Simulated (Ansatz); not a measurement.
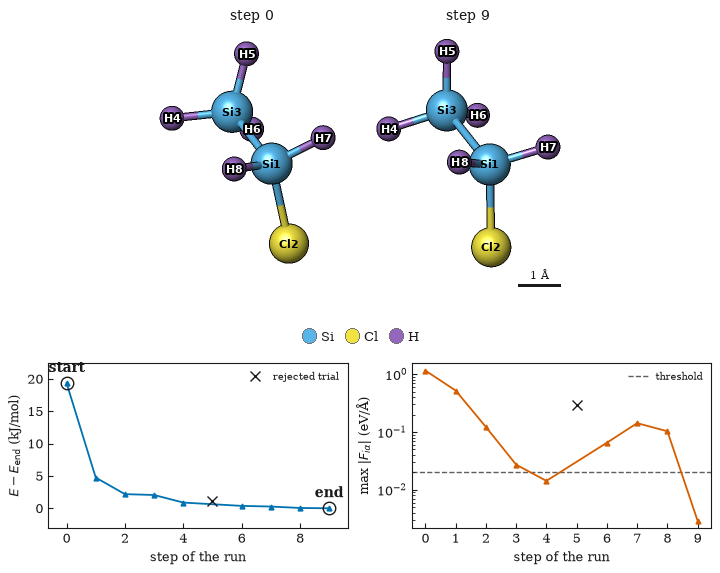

First and last geometry of a relaxation of Si2H5Cl, with the history of the run. Style: ball-and-stick. Shown from a free direction.

The run prepares the start of a later molecular dynamics calculation, from a guessed geometry.

The calculation used Ansatz 0.2.0, RKS B3LYP-D4/6-31G*.

Input file:
```yaml
crystal:
  periodic: [false, false, false]
  atoms:
    - { symbol: Si, position_ang: [0.0, 0.0, 0.0] }
    - { symbol: Cl, position_ang: [0.0, 0.0, 2.13] }
    - { symbol: Si, position_ang: [2.0935, 0.0, -0.7393] }
    - { symbol: H, position_ang: [2.5508, -1.3762, -0.9079] }
    - { symbol: H, position_ang: [2.1573, 0.6939, -2.0222] }
    - { symbol: H, position_ang: [2.951, 0.6823, 0.2255] }
    - { symbol: H, position_ang: [-0.6877, 1.1914, -0.4862] }
    - { symbol: H, position_ang: [-0.6877, -1.1914, -0.4862] }
basis:
  gaussian: { orbitals: "6-31G*" }
hamiltonian:
  xc: b3lyp
  dispersion: d4
relax:
  f_tol: 0.02
  max_steps: 40
```

Command:
```bash
ansatz run input.yaml --threads 1 --pin off --max-ram 2048MiB --backend cpu --events-out ev --progress --plain --runs-dir out
```

Read the history and describe the run.

Answer. It converged. After 8 accepted moves (9 points after the start) the energy has fallen by 19.4 kJ/mol. The largest force component goes from 1.2 to 0.0029 eV/Å. The line search rejected the trial step at point 5 of the run. The forces were under the threshold at step 4, but the run went on from there. The largest moves after the best rigid fit, 0.41 Å, are those of H4, H5 and H6. By element the largest moves are H 0.41 Å, Cl 0.40 Å, Si 0.07 Å. Near-neighbour distances that change, for instance: Si1–Si3 2.220 → 2.344 Å, Si1–Cl2 2.130 → 2.092 Å, Si1–H7 1.459 → 1.486 Å. Among the angles between lasting bonds that change: Si3–Si1–H7 109.5° → 111.8°. Groups turn about Si1–Si3 by about 30°. The run took 26 s on 1 thread of Arm Neoverse V2, on a shared host, peak memory 0.13 GiB.
